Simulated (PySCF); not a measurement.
# CH₅BrOSi, SMILES `O[SiH2]CBr`: electronic structure

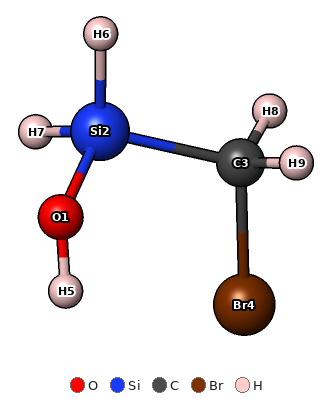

The molecule, with its atoms numbered as below. No frequency check shows the geometry to be a minimum.

Cartesian coordinates (Å):

```
O1      -2.0151   -1.1243    0.3051
Si2     -1.7569    0.3679   -0.2578
C3      -0.1123    1.0533    0.4436
Br4      1.3481   -0.1518   -0.0546
H5      -1.3589   -1.8176    0.2597
H6      -2.8605    1.1342    0.2960
H7      -1.6312    0.3884   -1.7135
H8       0.1541    2.0276    0.0459
H9      -0.0978    1.1037    1.5294
```

Part 1: Bonding charge

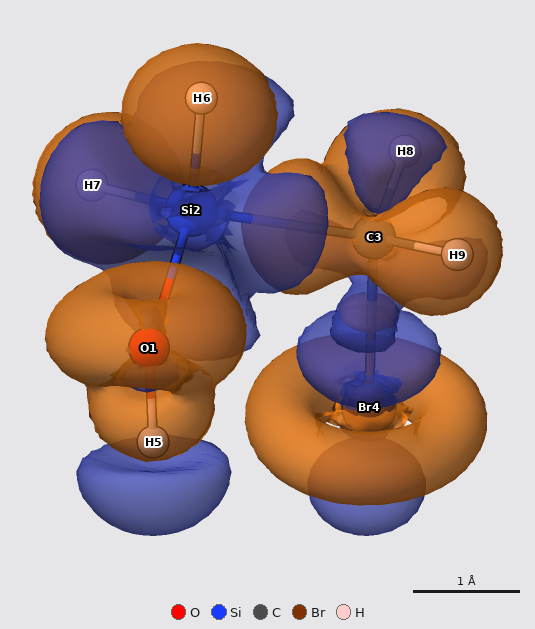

Deformation density (molecule less spherical, spin-averaged free atoms at the same positions), surfaces at ±0.05 e/Å³; orange: gain, blue: loss.

Method: B3LYP/def2-SVP; geometry: GFN2-xTB; program: PySCF.

How much density has each bond gained at its critical point, relative to the free atoms?

Answer. O1–H5: +0.72 e/Å³ at the bond critical point (bond length 0.96 Å, Mayer order 1.0). C3–H9: +0.70 e/Å³ at the bond critical point (bond length 1.09 Å, Mayer order 0.9). C3–H8: +0.70 e/Å³ at the bond critical point (bond length 1.09 Å, Mayer order 0.9). Si2–H6: +0.19 e/Å³ at the bond critical point (bond length 1.45 Å, Mayer order 0.9). Si2–H7: +0.19 e/Å³ at the bond critical point (bond length 1.46 Å, Mayer order 0.9). Si2–C3: +0.13 e/Å³ at the bond critical point (bond length 1.92 Å, Mayer order 0.9). C3–Br4: +0.09 e/Å³ at the bond critical point (bond length 1.96 Å, Mayer order 1.0). O1–Si2: +0.03 e/Å³ at the bond critical point (bond length 1.62 Å, Mayer order 1.2); up to 0.6 Å beside the axis the gain reaches +0.33 e/Å³. In all, 2.1 electrons gather in the regions of gain relative to the promolecule. A small or negative value marks a very polar bond, one between electron-rich atoms, whose free-atom densities already overlap strongly, a long bond to a heavier atom, or a closed-shell contact such as a hydrogen bond.

Part 2: Local ionisation energy

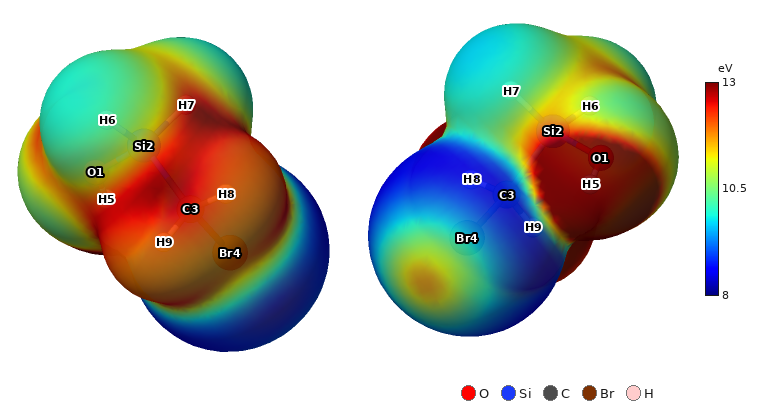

Average local ionisation energy on the surface of electron density 0.001 a.u. (back view left, front view right).

Locate the minima of the map.

Answer. The lowest value is 8.6 eV, 2.2 Å from Br4. Further minima include 9.7 eV, 1.5 Å from H7; 10.4 eV, 1.8 Å from O1. For comparison, the highest occupied orbital lies at −7.4 eV.

What volume does the surface enclose, and what is the dipole moment?

Answer. About 119 Å³; the dipole moment is 0.6 D.

Part 3: Removing or adding an electron

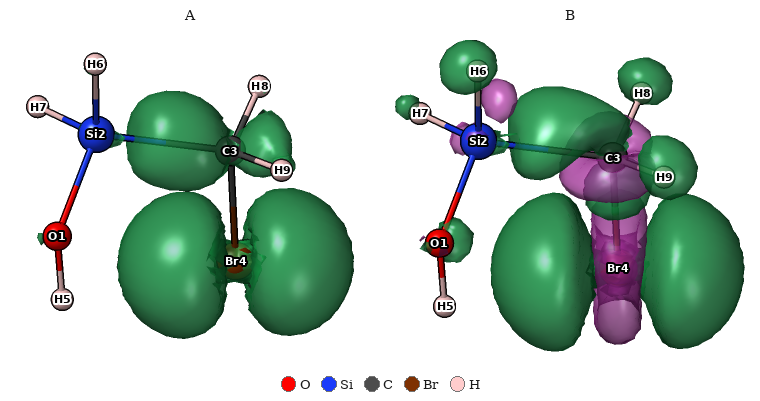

The Fukui function f⁻ from two separate SCF calculations and the density of the HOMO, at ±0.03 e/Å³ (green positive, purple negative).

PySCF calculation, HF/def2-SVPD, gas phase; geometry: GFN2-xTB.

Which panel is which, and how good is the frozen-orbital picture?

Answer. B is f⁻ (it has negative regions), A the HOMO density. The HOMO lies on Br4 (72 %), C3 (12 %) and Si2 (8 %); f⁻ (Hirshfeld-condensed) is largest on Br4 (0.68); the vertical ionisation energy is 9.58 eV (the stability of the cation's solution wasn't checked). Relaxation shifts 12 % of the electron between atoms. The orbital energy is −10.81 eV.

The PySCF runs shown took 9.1 s and 13 s on 1 thread of AMD EPYC 7B13 (Zen 3) (shared host).
